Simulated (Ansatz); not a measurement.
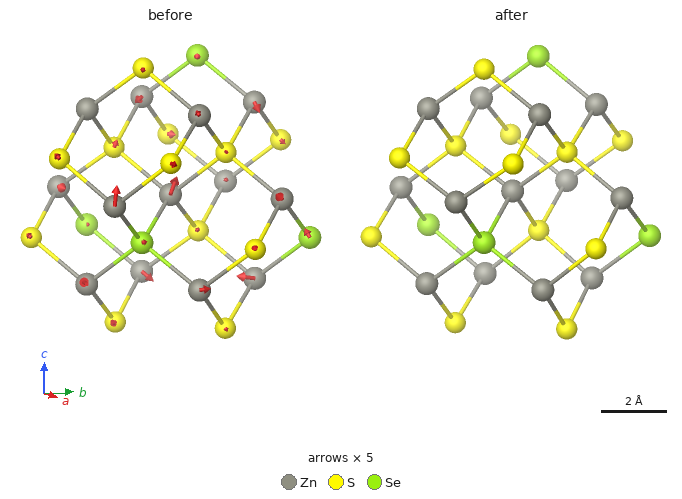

The structure of crystalline Zn₃₂S₂₀Se₁₂ (a generated structure, set up in P1) before (left) and after (right) a relaxation, at one scale. The red arrows give the displacements, 5 times their true length.

The picture is a ball-and-stick view of the atoms within 5.0 Å of the atom that moves most (axes of the cell of the calculation), seen slightly off an axis.

Method: DFT, PBEsol, PAW, plane waves (Ansatz). (plane-wave cutoff 420 eV; k-point mesh 1 × 1 × 1; mesh shifted by (0.25, 0.25, 0.25); no spin polarisation; cell relaxed at fixed shape; force threshold 0.03 eV/Å; at most 80 steps)

Q: Summarise the run.

A: The atom that moves furthest relative to the cell is a Zn atom (0.14 Å along [−2 2 3]). By element the largest moves are Zn 0.14 Å, S 0.10 Å, Se 0.08 Å. Cell: a = b = c 10.923 → 10.919 Å (0.0 %). Volume −0.1 %. Some distances before and after: Se–Zn 2.307 → 2.423 Å, Se–Zn 2.341 → 2.437 Å, S–Zn 2.410 → 2.329 Å, Se–Zn 2.355 → 2.424 Å. Bond angles that change, for instance: S–Zn–Se 111.2° → 107.3°, Zn–S–Zn 108.2° → 112.0°, Zn–S–Zn 109.4° → 105.8°. The space group stays P1 (No. 1). Over 4 geometry steps the energy falls by 19.8 meV per atom. The largest force component goes from 1.1 to 0.026 eV/Å. The pressure goes from 0.33 to −0.01 GPa.
